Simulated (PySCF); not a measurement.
**C2H7PS2 (SMILES CSC[PH2]=S) at 6 levels**

Wanted: a comparison of 6 runs (HF/STO-3G, B2PLYP/STO-3G, B3LYP/6-31G*, PBE0/def2-SVP, BLYP/def2-SVPD, MP2/def2-SVPD) of C2H7PS2. 

The results are computed with PySCF 2.14.0.

## Step 1: The structure to begin with

C2H7PS2: 12 atoms, total charge 0, spin state singlet. SMILES: `CSC[PH2]=S`. The coordinates come from a GFN2-xTB relaxation. This is one conformer, not always the lowest.

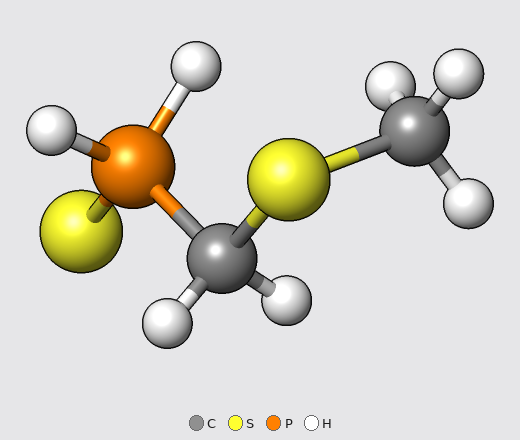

The structure, seen from a chosen angle (carbon grey, sulfur yellow, phosphorus orange, hydrogen white).

## Step 2: Energy and gradient at HF/STO-3G (run 1)

The input, job.py:

```python
from pyscf import gto

mol = gto.Mole()
mol.atom = '''
C   -1.389710   0.799420   1.176840
S    0.408010   1.033010   1.131020
C    0.707920   0.536190  -0.594170
P    0.943790  -1.279550  -0.756710
S    0.924880  -1.984020  -2.545300
H   -1.865720   1.532600   0.531170
H   -1.642420  -0.210740   0.863220
H   -1.696970   0.955740   2.205570
H    1.624540   1.025840  -0.933530
H   -0.117390   0.865140  -1.231320
H    0.011510  -1.800610   0.141700
H    2.091550  -1.473000   0.011510
'''
mol.verbose = 3
mol.max_memory = 1860
mol.basis = 'sto-3g'
mol.build()

hf = mol.RHF()
hf.conv_tol = 1e-10
hf.kernel()
if not hf.converged:
    hf = hf.newton().run(hf.mo_coeff, hf.mo_occ)

e_final = hf.e_tot
print('E = %.10f Eh' % e_final)
grad = hf.nuc_grad_method().kernel()
hf.analyze()
```

Command:

```bash
$ OMP_NUM_THREADS=1 python job.py
```

Log:

```text
converged SCF energy = -1202.07696222437
[... 13 lines left out ...]
MO #4   energy= -11.0629731940973  occ= 2
[... 7 lines left out ...]
MO #12  energy= -6.06469570972805  occ= 2
[... 7 lines left out ...]
MO #20  energy= -0.875943532699677 occ= 2
[... 7 lines left out ...]
MO #28  energy= -0.457502957415672 occ= 2
[... 7 lines left out ...]
MO #36  energy= 0.442277212271684  occ= 0
[... 7 lines left out ...]
MO #44  energy= 0.722637868151472  occ= 0
[... 13 lines left out ...]
Dipole moment(X, Y, Z, Debye): -0.76208,  1.87919,  3.71502
```

Wall time 3.9 s (1 thread of Intel Xeon at 2.70GHz, shared host); peak memory 0.12 GiB.

## Step 3: A single-point energy at B2PLYP/STO-3G (run 2)

The input, run.py:

```python
from pyscf import gto, dft, mp

mol = gto.M(
    atom=[
    ('C', (-1.389710, 0.799420, 1.176840)),
    ('S', (0.408010, 1.033010, 1.131020)),
    ('C', (0.707920, 0.536190, -0.594170)),
    ('P', (0.943790, -1.279550, -0.756710)),
    ('S', (0.924880, -1.984020, -2.545300)),
    ('H', (-1.865720, 1.532600, 0.531170)),
    ('H', (-1.642420, -0.210740, 0.863220)),
    ('H', (-1.696970, 0.955740, 2.205570)),
    ('H', (1.624540, 1.025840, -0.933530)),
    ('H', (-0.117390, 0.865140, -1.231320)),
    ('H', (0.011510, -1.800610, 0.141700)),
    ('H', (2.091550, -1.473000, 0.011510)),
],
    max_memory=1860,
    verbose=3,
    basis='sto-3g',
)

mf = dft.RKS(mol, xc='0.53*HF + 0.47*B88, 0.73*LYP')
mf.conv_tol = 1e-10
mf.grids.level = 5
mf.kernel()
if not mf.converged:
    mf = mf.newton().run(mf.mo_coeff, mf.mo_occ)

pt = mp.MP2(mf, frozen=17).run()
e_tot = mf.e_tot + 0.27 * pt.e_corr
print('PT2 part  %.8f' % (0.27 * pt.e_corr))
print(f'total energy: {e_tot:.8f} hartree')
dip = mf.dip_moment()
pop, q = mf.mulliken_pop()
```

Command:

```bash
$ OMP_NUM_THREADS=1 python run.py
```

Log:

```text
converged SCF energy = -1203.75696257436
[... 3 lines left out ...]
total energy: -1203.82447762 hartree
Dipole moment(X, Y, Z, Debye): -0.71679,  1.66758,  3.27659
[... 57 lines left out ...]
charge of   11H =     -0.06267
```

It took 17 s on 1 thread of Intel Xeon at 2.70GHz, shared host; peak memory 0.32 GiB.

Runs 3 to 5 aren't shown in full; the table further down has their settings and results.

## Step 4: Energy and gradient at MP2/def2-SVPD (run 6)

The input, input.py:

```python
# CSC[PH2]=S
from pyscf import gto, scf, mp

system = gto.Mole()
system.atom = '''
C   -1.389710   0.799420   1.176840
S    0.408010   1.033010   1.131020
C    0.707920   0.536190  -0.594170
P    0.943790  -1.279550  -0.756710
S    0.924880  -1.984020  -2.545300
H   -1.865720   1.532600   0.531170
H   -1.642420  -0.210740   0.863220
H   -1.696970   0.955740   2.205570
H    1.624540   1.025840  -0.933530
H   -0.117390   0.865140  -1.231320
H    0.011510  -1.800610   0.141700
H    2.091550  -1.473000   0.011510
'''
system.max_memory = 1860
system.verbose = 4
system.spin = 0
system.basis = 'def2-svpd'
system.build()

mf = scf.RHF(system)
mf.conv_tol = 1e-10
mf.kernel()
if not mf.converged:
    mf = mf.newton().run(mf.mo_coeff, mf.mo_occ)

pt = mp.MP2(mf, frozen=17).run()
e_tot = pt.e_tot
print('E = %.10f Eh' % e_tot)
grad = pt.nuc_grad_method().kernel()
dip = mf.dip_moment()
pop, q = mf.mulliken_pop()
```

Command:

```bash
$ OMP_NUM_THREADS=1 python input.py
```

Log:

```text
PySCF version 2.14.0

[... 70 lines left out ...]
converged SCF energy = -1215.2138586902
[... 17 lines left out ...]
Dipole moment(X, Y, Z, Debye): -1.48527,  2.04426,  3.22670
[... 187 lines left out ...]
charge of   11H =      0.21994
```

Run time: 2.4 min. Hardware: 1 thread of Intel Xeon at 2.70GHz, shared host; peak memory 1.8 GiB.

## Step 5: Overview of the runs

```tsv
run	level	task	frozen core orbitals	energy (Eh)	dipole moment (D) of the reference	HOMO energy (eV)	LUMO energy (eV)	wall time
1	HF/STO-3G	gradient	–	-1202.076962	4.23	-4.36	10.77	3.9 s
2	B2PLYP/STO-3G	energy	17	-1203.824478	3.75	-2.59	7.60	17 s
3	B3LYP/6-31G* (spherical functions)	gradient	–	-1218.147477	3.85	-6.29	0.23	62 s
4	PBE0/def2-SVP	gradient	–	-1217.239488	3.65	-6.45	0.64	72 s
5	BLYP/def2-SVPD	gradient	–	-1217.692309	3.60	-5.42	-0.80	2.3 min
6	MP2/def2-SVPD	gradient	17	-1215.926873	4.10	-9.25	2.16	2.4 min
```

## Step 6: What came out

```
                                           quantity           value
                                run 6: total energy  -1215.92687 Eh
        run 6: dipole moment (Hartree–Fock density)          4.10 D
         run 6: HOMO energy (Hartree–Fock orbitals)        -9.25 eV
         run 6: LUMO energy (Hartree–Fock orbitals)         2.16 eV
       run 6: HOMO–LUMO gap (Hartree–Fock orbitals)        11.41 eV
run 6: correlation energy (17 core orbitals frozen)      -713.0 mEh
                    run 6: largest force on an atom      1.055 eV/Å
```

In words: Over runs 1, 2, 3, 4, 5 the dipole moment (its size) runs from 3.60 D (BLYP/def2-SVPD) to 4.23 D (HF/STO-3G). The two ends differ in method and basis. Over runs 1, 2, 3, 4, 5 the HOMO–LUMO gap runs from 4.62 eV (BLYP/def2-SVPD) to 15.12 eV (HF/STO-3G). Totals of different functionals can't be ranked against each other. In runs 1, 2 the basis is minimal, so the values are rough. All runs together took 7.3 min, the longest 2.4 min.
